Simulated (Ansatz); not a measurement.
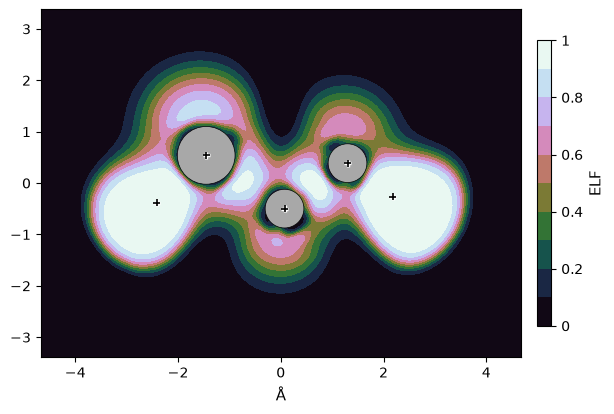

The electron localisation function on a plane through atoms (crosses mark nuclei in the plane; grey discs cover the cores).

Method: Ansatz 0.2.0, isolated molecule in a Gaussian basis; Kohn-Sham density functional theory, functional PBE0.

Candidates:
A. C2H7S (SMILES CC[SH2+]) (charge +1)
B. H2SSi2
C. CH2OSi (SMILES C1O[Si]1)

Q: Which candidate gave the map?

A: Candidate A: C2H7S on the plane of atoms C2, C1 and H4, which holds C, S and H. C–C (1.51 Å): the ELF peaks at about 0.95 between the atoms (localised, covalent bonding). C–S (1.85 Å): the ELF peaks at about 0.95 between the atoms; a covalent bond.
